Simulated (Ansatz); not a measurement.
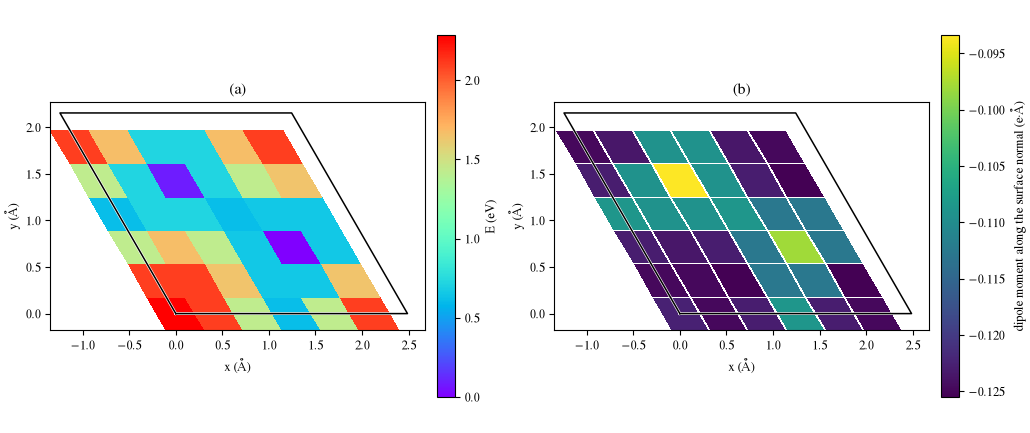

C on a Cu(111) slab cut from the Fm-3m phase, its upper half relaxed before the scan (12 atoms of substrate and one adsorbate in a 2 × 2 cell). C is moved over the surface cell; relaxed at each place: the height of the adsorbate's atoms; substrate rigid; the origin of the map has the adsorbate above Cu9. Places are given modulo a cell vector. The map is drawn in real space over the plane of the surface. Grid: 6 × 6 points; 10 points were computed and 26 follow by symmetry. Places are given in fractions of the 1 × 1 surface cell. Energies are in eV, from the lowest grid point. These are results of DFT LDA, scalar-relativistic, plane waves, PAW in Ansatz, not measurements. Settings: cutoff 420 eV, k-mesh 6×6×1, gaussian smearing 0.1 eV, no spin polarisation.

Panel (a) is the energy and panel (b) the computed dipole moment along the surface normal on the same grid.

In the figure: one coloured cell a grid point, the outline of one cell of the plane.

Question: How does the dipole moment along the surface normal vary over the map, and what is it at the lowest grid point?

Answer: It runs from −0.13 e·Å at (2/6, 1/6) of the cell vectors [nearest 1 Cu at 1.67 Å] to −0.09 e·Å at a threefold hollow over a second-layer Cu atom, (2/6, 4/6) of the cell vectors. At the lowest grid point, a threefold hollow over a third-layer Cu atom, (4/6, 2/6) of the cell vectors, it is −0.10 e·Å.
